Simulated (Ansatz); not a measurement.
## Single-point calculation of C2H3FSn

- system: C2H3FSn, SMILES F[C]1=[CH][SnH2]1
- method: RKS PBE0-D4/def2-TZVPP (Ansatz 0.2.0)

The geometry comes from this level: PBE0-D4/def2-TZVP.

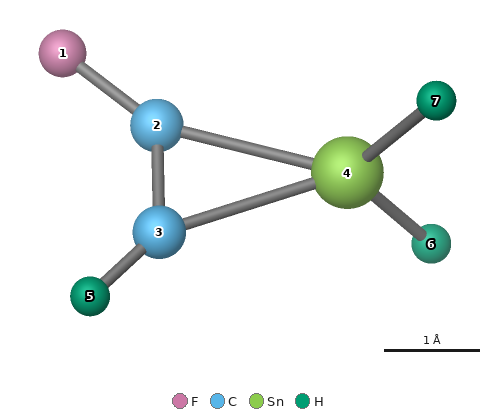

**Figure 1.** The structure (ball-and-stick view, seen at a tilt; atoms are numbered from 1 in the order of the input). Sticks mark near contacts.

## The input
```yaml
crystal:
  periodic: [false, false, false]
  atoms:
    - {symbol: F, position_ang: [0.934348, -1.531265, 1.585198]}
    - {symbol: C, position_ang: [0.445675, -0.729489, 0.647623]}
    - {symbol: C, position_ang: [0.477930, -0.774924, -0.671581]}
    - {symbol: Sn, position_ang: [-0.578149, 0.950343, -0.033032]}
    - {symbol: H, position_ang: [0.885877, -1.435249, -1.427863]}
    - {symbol: H, position_ang: [-2.276831, 0.977989, -0.076911]}
    - {symbol: H, position_ang: [0.172349, 2.474693, -0.069132]}
basis:
  gaussian: {orbitals: def2-TZVPP}
hamiltonian: {xc: pbe0, dispersion: d4}
output: {orbitals: {seedname: orbitals}}
```

Run as:
```bash
ansatz run in.yaml --threads 2 --pin off --events-out ev --progress --plain --max-ram 4352MiB
```

## Output
```
Functional definition: PBE0
  name "PBE0"
  cite "Adamo & Barone, J. Chem. Phys. 110, 6158 (1999) doi:10.1063/1.478522"
  cite "Perdew, Burke & Ernzerhof, Phys. Rev. Lett. 77, 3865 (1996) doi:10.1103/PhysRevLett.77.3865"
  parent pbe
  parameter a = 0.25
  parameter kappa = 0.804
  parameter beta = 0.06672455060314922
  exchange = (1 - a)*pbe_x(kappa = kappa, mu = beta*pi^2/3) + a*exact_x
  correlation = pbe_c(beta = beta)
1154 factors; their error is unknown
mean field evaluation 1: about -10657.0772 eV, gradient 5.6e1 eV
mean field evaluation 2: about -10637.2492 eV, gradient 9.6e1 eV
mean field evaluation 4: about -10664.5799 eV, gradient 8.4e0 eV
mean field evaluation 8: about -10664.7363 eV, gradient 2.2e-1 eV
mean field evaluation 16: about -10664.8237 eV, gradient 1.6e-4 eV
mean field -10664.82371911 eV, -391.9250428001 hartree, gradient 4.2e-5 eV, S^2 0.000000; 0 other end points of the search recorded, 0 dependent functions left out
reference -10664.82375250 eV, -391.9250440270 hartree; 23, 23 occupied and 162, 162 virtual orbitals, 1154 factors
Total energy: -10664.93865220 eV, -391.9292665134 hartree
```

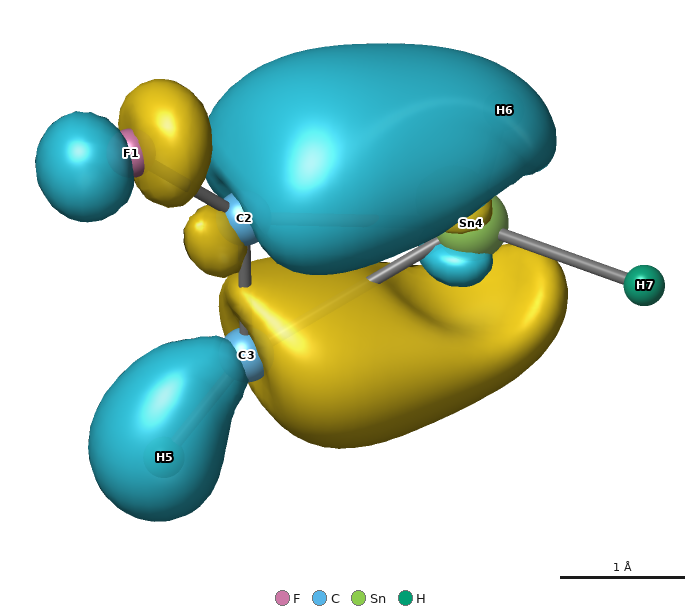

**Figure 2.** One frontier orbital at ±0.15 Å⁻³ᐟ² (yellow and cyan are the two phases), seen at a tilt. The HOMO, at −7.20 eV. It lies mainly on Sn4 (35 %), C2 (25 %), C3 (20 %) and F1 (10 %).

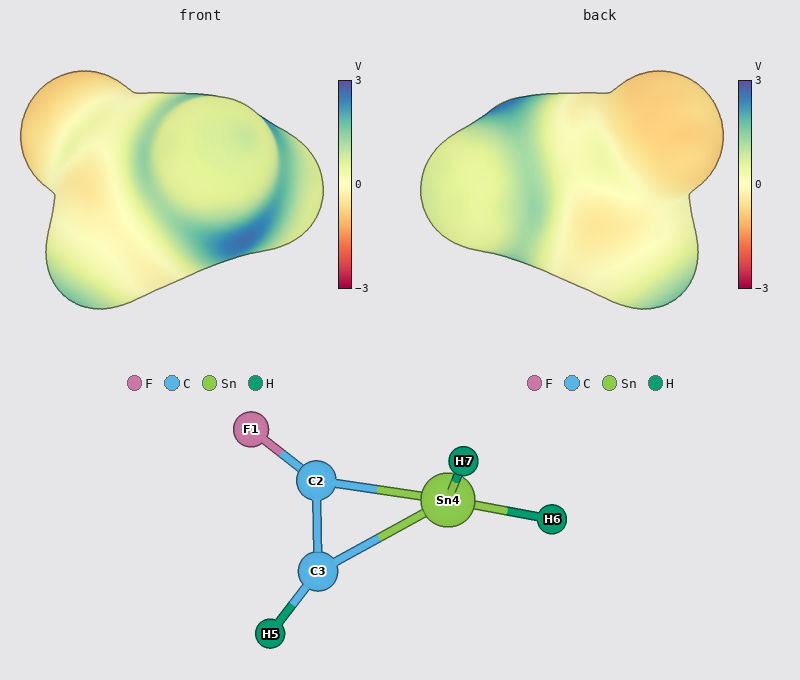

**Figure 3.** The molecular electrostatic potential painted on the density surface at 0.004 e/bohr³, seen at a tilt and from behind; red is negative and blue positive. The bare structure is drawn below in the same view.

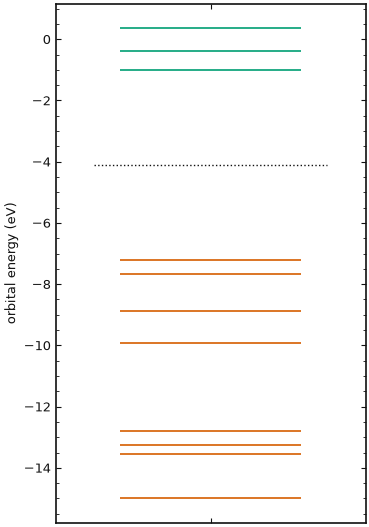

**Figure 4.** Orbital energies near the frontier; the dotted line parts filled from empty levels, and levels within 0.02 eV of each other stand side by side. Highest filled −7.20 eV, lowest empty −1.01 eV, 6.19 eV apart.

## Summary

```csv
quantity,value
outcome,converged
total energy,−10664.9387 eV
mean-field energy,−10664.8238 eV
dispersion energy,−0.1149 eV
SCF solution under orbital rotations,stable
HOMO,−7.20 eV
LUMO,−1.01 eV
hardware,"2 threads of Arm Neoverse V2, 23 GiB of memory available, shared host"
wall time,2.4 s (CPU time 4.6 s)
peak memory,0.35 GiB
```
